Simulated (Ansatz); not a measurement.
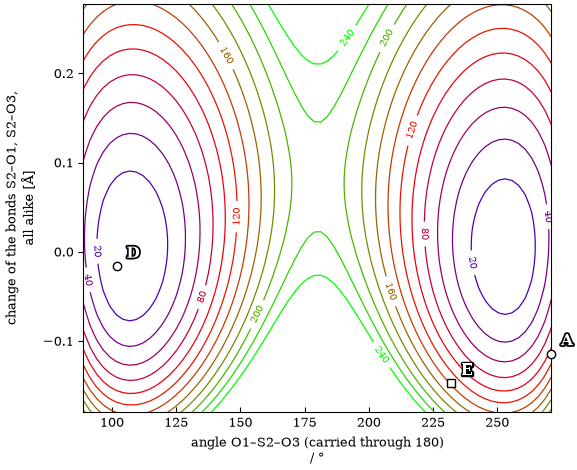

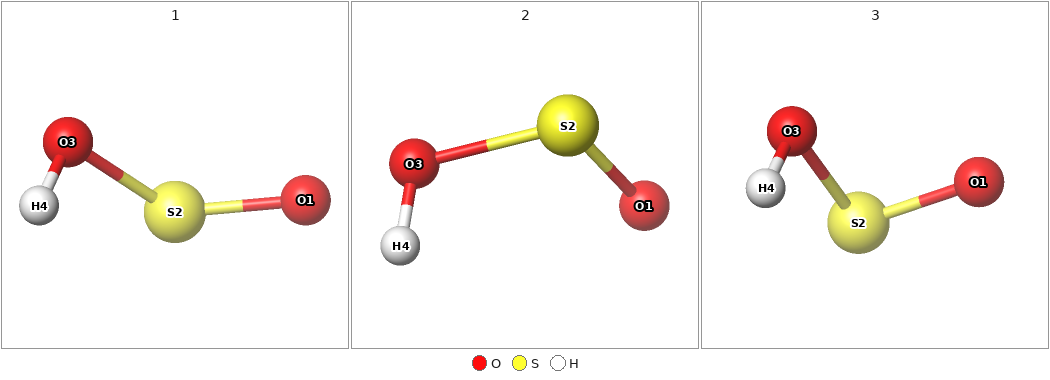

HO₂S, SMILES [O-]SO, charge −1. 
- Coordinates scanned: (1) angle O1–S2–O3 (carried through 180); (2) change of the bonds S2–O1, S2–O3, all alike.
- Nothing is relaxed (all other coordinates rigid).
- The grid has 15 × 15 points.
- Points are written as (first, second).
- Energies are in kJ/mol, from the relaxed molecule at the same level.
- These are results of RKS PBE0-D4/def2-TZVPD (Ansatz 0.2.0), not measurements.

In the figure: contour lines labelled in kJ/mol (none above 240), lettered points. Between grid points the surface is interpolated. The numbered pictures are the structures at these points, in random order.

Q: Which structure belongs to which point?

A: A is structure 3: (271°, −0.114 Å), 107 kJ/mol; D is structure 2: (102°, −0.016 Å), 3.6 kJ/mol; E is structure 1: (232°, −0.147 Å), 136 kJ/mol.
